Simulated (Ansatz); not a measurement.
**GeHO (doublet): correlated methods under varied settings at angle O2–Ge1–H3 = 112.9°**

Aim: run GeHO (doublet) at one geometry under a spread of methods and options, and see what each costs and gives.

Computed with Ansatz 0.2.0, Gaussian basis. Level: the settings change from run to run.

23 further runs of the same task are left out: 10 for a known fault of the program, 9 that didn't finish, 4 set aside as unsound or not needed.

## (1) What is computed

The geometry derives from a PBE0/def2-TZVP stationary point (not a proven minimum). One angle is set to the value named; bond lengths are kept. No spin-orbit coupling is included. The filled d shell of Ge may be among the frozen orbitals whatever the setting's name suggests; the logs give the count.

3 atoms, charge 0, spin multiplicity 2.

Atoms are counted from 1 here; the program's logs count them from 0.

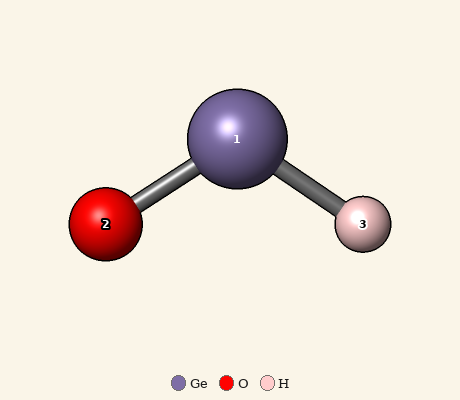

The structure; germanium purple, oxygen red, hydrogen pink; atoms are numbered from 1 in the order of the file.

Geometry (Å):

```xyz
3

Ge    0.0000   -0.0405    0.2854
O     0.0000    0.0973   -1.3603
H     0.0000    1.3757    1.0274
```

## (2) MP2 on ROHF/def2-mTZVP

Input file in.yaml:

```yaml
crystal:
  periodic: [false, false, false]
  atoms:
    - {symbol: Ge, position_ang: [0.000000, -0.040516, 0.285357]}
    - {symbol: O, position_ang: [0.000000, 0.097280, -1.360296]}
    - {symbol: H, position_ang: [0.000000, 1.375714, 1.027442]}
basis:
  gaussian: {orbitals: def2-mTZVP, fitting: {mean_field: def2-universal-jkfit}}
magnetization: {spin_polarized: false, initial_magnetization: 1}
correlation: {method: mp2, electrons: valence}
accuracy: high
```

Launch:

```sh
$ ansatz run in.yaml --threads 1 --pin off --events-out ev --progress --plain --max-ram 2393MiB
```

The program printed:

```text
Functional definition: HF
  name "HF"
  cite "Fock, Z. Phys. 61, 126 (1930) doi:10.1007/BF01340294"
  parent pbe
  exchange = exact_x
  correlation = 0
361 factors; integrals over basis functions are off by at most 8.8e-1 eV
mean field evaluation 1: about -58519.4325 eV, gradient 4.9e1 eV
mean field evaluation 2: about -58509.3460 eV, gradient 8.2e1 eV
mean field evaluation 4: about -58524.9279 eV, gradient 1.0e0 eV
mean field evaluation 8: about -58524.9443 eV, gradient 2.6e-3 eV
mean field evaluation 16: about -58521.3570 eV, gradient 2.6e1 eV
mean field evaluation 32: about -58518.5239 eV, gradient 2.7e1 eV
mean field evaluation 64: about -58524.7244 eV, gradient 8.0e0 eV
mean field -58525.24566752 eV, -2150.7631084452 hartree, gradient 1.7e-8 eV, S^2 0.750000; 9 other end points of the search recorded, 0 dependent functions left out
mean field evaluation 96: about -58525.4872 eV, gradient 8.3e-2 eV
mean field evaluation 128: about -58525.4782 eV, gradient 3.6e-1 eV
10 core orbitals not correlated: weight in the atoms' cores, before any rotation towards them, 1.000 or more for the frozen orbitals, at most 0.000 for the correlated occupied ones
reference -58525.24566752 eV, -2150.7631084452 hartree; 11, 10 occupied and 42, 43 virtual orbitals, 361 factors
second order -9.89515347 eV of doubles, -0.11775419 eV of singles
Total energy: -58535.25857518 eV, -2151.1310760147 hartree
```

Run time: 11 s. Hardware: 1 thread of Intel Xeon Platinum 8259CL at 2.50GHz, shared host.

## (3) HF/cc-pVDZ

Input file in.yaml:

```yaml
crystal:
  periodic: [false, false, false]
  atoms:
    - {symbol: Ge, position_ang: [0.000000, -0.040516, 0.285357]}
    - {symbol: O, position_ang: [0.000000, 0.097280, -1.360296]}
    - {symbol: H, position_ang: [0.000000, 1.375714, 1.027442]}
basis:
  gaussian: {orbitals: cc-pVDZ}
magnetization: {spin_polarized: false, initial_magnetization: 1}
hamiltonian: {xc: hf}
scf: {lower_state_search: light}
output: {orbitals: {seedname: orbitals}}
```

Launched as before.

The program printed:

```text
Functional definition: HF
  name "HF"
  cite "Fock, Z. Phys. 61, 126 (1930) doi:10.1007/BF01340294"
  parent pbe
  exchange = exact_x
  correlation = 0
503 factors; integrals over basis functions are off by at most 1.2e-3 eV
mean field evaluation 1: about -58518.0580 eV, gradient 4.6e1 eV
mean field evaluation 2: about -58518.0620 eV, gradient 4.6e1 eV
mean field evaluation 4: about -58523.1557 eV, gradient 6.4e0 eV
mean field evaluation 8: about -58523.3153 eV, gradient 2.2e-1 eV
mean field evaluation 16: about -58523.5324 eV, gradient 2.1e0 eV
mean field evaluation 32: about -58523.6070 eV, gradient 7.0e-1 eV
mean field evaluation 64: about -58523.5220 eV, gradient 2.2e0 eV
mean field evaluation 96: about -58523.3164 eV, gradient 1.4e-1 eV
mean field -58523.65200226 eV, -2150.7045423270 hartree, gradient 1.9e-5 eV, S^2 0.750000; 2 other end points of the search recorded, 0 dependent functions left out
reference -58523.65200226 eV, -2150.7045423270 hartree; 21, 20 occupied and 25, 26 virtual orbitals, 503 factors
Total energy: -58523.65200226 eV, -2150.7045423270 hartree
```

Run time: 1.5 s. Hardware: 1 thread of Intel Xeon Platinum 8259CL at 2.50GHz, shared host.

## (4) CISD/def2-SVP

Input file in.yaml:

```yaml
crystal:
  periodic: [false, false, false]
  atoms:
    - {symbol: Ge, position_ang: [0.000000, -0.040516, 0.285357]}
    - {symbol: O, position_ang: [0.000000, 0.097280, -1.360296]}
    - {symbol: H, position_ang: [0.000000, 1.375714, 1.027442]}
basis:
  gaussian: {orbitals: def2-SVP}
magnetization: {spin_polarized: false, initial_magnetization: 1}
correlation: {active_space: {ras: {orbitals: [5, 1, 30], electrons: 11, max_holes: 2, max_particles: 2}, fixed_orbitals: true}}
output: {forces: true}
```

Launched as before.

The program printed, shortened:

```text
Functional definition: HF
  name "HF"
  cite "Fock, Z. Phys. 61, 126 (1930) doi:10.1007/BF01340294"
  parent pbe
[...]
494 factors; integrals over basis functions are off by at most 1.2e-3 eV
[...]
mean field -58515.55217224 eV, -2150.4068790641 hartree, gradient 1.9e-6 eV, S^2 0.750000; 7 other end points of the search recorded, 0 dependent functions left out
reference -58515.55217224 eV, -2150.4068790641 hartree; 21, 20 occupied and 30, 31 virtual orbitals, 494 factors
state -58522.30565825 eV, -2150.6550650972 hartree
[...]
Total energy: -58522.30565825 eV, -2150.6550650972 hartree
Atom 0 at     0.000000    -0.040516     0.285357 Å, force     0.000000    -0.296131     1.893608 eV/Å
Atom 1 at     0.000000     0.097280    -1.360296 Å, force     0.000000     0.426138    -1.473704 eV/Å
Atom 2 at     0.000000     1.375714     1.027442 Å, force    -0.000000    -0.130007    -0.419904 eV/Å
Dipole moment:     0.000000     0.096945     0.519448 e Å
```

Wall time 12 s (1 thread of Intel Xeon Platinum 8259CL at 2.50GHz, shared host).

From the report: 30,730 determinants.

## (5) CASSCF(7,6)/6-31G

Input file in.yaml:

```yaml
crystal:
  periodic: [false, false, false]
  atoms:
    - {symbol: Ge, position_ang: [0.000000, -0.040516, 0.285357]}
    - {symbol: O, position_ang: [0.000000, 0.097280, -1.360296]}
    - {symbol: H, position_ang: [0.000000, 1.375714, 1.027442]}
basis:
  gaussian: {orbitals: 6-31G, fitting: {mean_field: def2-universal-jkfit}}
magnetization: {spin_polarized: false, initial_magnetization: 1}
correlation: {active_space: {window: {electrons: 7, orbitals: 6}, states: [{multiplicity: 2, weights: [1, 1]}]}}
scf: {lower_state_search: off}
```

Launched as before.

The program printed:

```text
Functional definition: HF
  name "HF"
  cite "Fock, Z. Phys. 61, 126 (1930) doi:10.1007/BF01340294"
  parent pbe
  exchange = exact_x
  correlation = 0
these checks for a lower state are left out or cut short: stability, starts, cluster_reference, orbital_swaps, neighbouring_geometries, increment
361 factors; integrals over basis functions are off by at most 9.7e-2 eV
mean field evaluation 1: about -58508.4534 eV, gradient 4.6e1 eV
mean field evaluation 2: about -58496.9163 eV, gradient 8.3e1 eV
mean field evaluation 4: about -58514.0015 eV, gradient 1.1e0 eV
mean field evaluation 8: about -58514.0459 eV, gradient 8.4e-1 eV
mean field -58514.47398307 eV, -2150.3672563429 hartree, gradient 7.0e-6 eV, S^2 0.750000; 0 other end points of the search recorded, 0 dependent functions left out
reference -58514.47398307 eV, -2150.3672563429 hartree; 21, 20 occupied and 19, 20 virtual orbitals, 361 factors
state -58516.58934966 eV, -2150.4449946310 hartree
state -58514.14596307 eV, -2150.3552018300 hartree
Total energy: -58515.36765636 eV, -2150.4000982305 hartree
Checks for a lower state left out: stability, starts, cluster_reference, orbital_swaps, neighbouring_geometries, increment
```

Wall time 0.81 s (1 thread of Intel Xeon Platinum 8259CL at 2.50GHz, shared host).

From the report: 300 determinants; active occupations (of the averaged states) 1.97, 1.97, 1.51, 1.44, 0.09, 0.03.

## (6) MP2 on ROHF/cc-pVDZ

Input file in.yaml:

```yaml
crystal:
  periodic: [false, false, false]
  atoms:
    - {symbol: Ge, position_ang: [0.000000, -0.040516, 0.285357]}
    - {symbol: O, position_ang: [0.000000, 0.097280, -1.360296]}
    - {symbol: H, position_ang: [0.000000, 1.375714, 1.027442]}
basis:
  gaussian: {orbitals: cc-pVDZ}
magnetization: {spin_polarized: false, initial_magnetization: 1}
correlation: {method: mp2, electrons: outside_noble_gas}
scf: {lower_state_search: light}
output: {forces: true}
```

The command is unchanged.

The program printed, shortened:

```text
Functional definition: HF
  name "HF"
  cite "Fock, Z. Phys. 61, 126 (1930) doi:10.1007/BF01340294"
  parent pbe
[...]
503 factors; integrals over basis functions are off by at most 1.2e-3 eV
[...]
mean field -58523.65200226 eV, -2150.7045423270 hartree, gradient 8.1e-6 eV, S^2 0.750000; 7 other end points of the search recorded, 0 dependent functions left out
[...]
15 core orbitals not correlated: weight in the atoms' cores, before any rotation towards them, 0.977 or more for the frozen orbitals, at most 0.024 for the correlated occupied ones
reference -58523.65200226 eV, -2150.7045423270 hartree; 6, 5 occupied and 25, 26 virtual orbitals, 503 factors
second order -6.32991939 eV of doubles, -0.11365583 eV of singles
[...]
Total energy: -58530.09557748 eV, -2150.9413393487 hartree
Atom 0 at     0.000000    -0.040516     0.285357 Å, force     0.000000    -0.100850     1.539127 eV/Å
Atom 1 at     0.000000     0.097280    -1.360296 Å, force    -0.000000     0.279069    -1.242340 eV/Å
Atom 2 at     0.000000     1.375714     1.027442 Å, force    -0.000000    -0.178218    -0.296787 eV/Å
Dipole moment:    -0.000000     0.081184     0.558767 e Å
```

Run time: 9 s. Hardware: 1 thread of Intel Xeon Platinum 8259CL at 2.50GHz, shared host.

## (7) CCSDT(Q)/B on ROHF/cc-pVDZ

Input file in.yaml:

```yaml
crystal:
  periodic: [false, false, false]
  atoms:
    - {symbol: Ge, position_ang: [0.000000, -0.040516, 0.285357]}
    - {symbol: O, position_ang: [0.000000, 0.097280, -1.360296]}
    - {symbol: H, position_ang: [0.000000, 1.375714, 1.027442]}
basis:
  gaussian: {orbitals: cc-pVDZ, fitting: {mean_field: def2-universal-jkfit}}
magnetization: {spin_polarized: false, initial_magnetization: 1}
hamiltonian: {pseudopotentials: {relativity: scalar}}
correlation: {method: ccsdt_q_b, electrons: outside_noble_gas}
```

Same command.

The program printed, shortened:

```text
Functional definition: HF
  name "HF"
  cite "Fock, Z. Phys. 61, 126 (1930) doi:10.1007/BF01340294"
  parent pbe
[...]
361 factors; integrals over basis functions are off by at most 4.2e-1 eV
[...]
mean field -58990.75294567 eV, -2167.8701853847 hartree, gradient 1.2e-6 eV, S^2 0.750000; 9 other end points of the search recorded, 0 dependent functions left out
[...]
determinant -58990.75294567 eV, -2167.8701853847 hartree, with singles and doubles -58998.44629041 eV, -2168.1529105895 hartree
determinant -58989.66132016 eV, -2167.8300688874 hartree, with singles and doubles -58996.32729608 eV, -2168.0750389841 hartree
determinant -58987.37609714 eV, -2167.7460884902 hartree, with singles and doubles -58995.76548472 eV, -2168.0543927975 hartree
15 core orbitals not correlated: weight in the atoms' cores, before any rotation towards them, 0.975 or more for the frozen orbitals, at most 0.026 for the correlated occupied ones
reference -58990.75294567 eV, -2167.8701853847 hartree; 6, 5 occupied and 25, 26 virtual orbitals, 361 factors
second order -6.32558077 eV of doubles, -0.11221585 eV of singles
cycle   1  -6.80039289 eV  change   -3.6e-1 eV  update   1.4e-1
[...]
cycle  24  -8.11562042 eV  change   -6.8e-7 eV  update   1.3e-6
perturbative correction -0.07465565 eV, -0.0027435444 hartree
Total energy: -58998.94322173 eV, -2168.1711724786 hartree
Relativity: scalar
```

Wall time 28 s (1 thread of Intel Xeon Platinum 8259CL at 2.50GHz, shared host); peak memory 0.32 GiB.

From the report: correlation -8.1903 eV; T1 0.134; largest double amplitude 0.16.

## (8) The runs in one table

```
                                      level         correlated  functions  energy (eV)    time
                     MP2 on ROHF/def2-mTZVP            valence         63  -58535.2586    11 s
                                 HF/cc-pVDZ                            46  -58523.6520   1.5 s
                              CISD/def2-SVP  outside noble gas         51  -58522.3057    12 s
 CASSCF(7,6)/6-31G (mean of several states)                            40  -58515.3677  0.81 s
                        MP2 on ROHF/cc-pVDZ  outside noble gas         46  -58530.0956     9 s
CCSDT(Q)/B on ROHF/cc-pVDZ (relativity set)  outside noble gas         46  -58998.9432    28 s
```

## (9) What came out

| quantity | value |
| --- | --- |
| runs | 6 |
| quickest | CASSCF(7,6)/6-31G (mean of several states), 0.81 s |
| slowest | CCSDT(Q)/B on ROHF/cc-pVDZ (relativity set), 28 s |

In words: Total energies in different bases, with other cores or another treatment of relativity can't be set against each other. CCSDT(Q)/B on ROHF/cc-pVDZ (relativity set) took 35 times as long as CASSCF(7,6)/6-31G (mean of several states); the jobs differ in more than the method.
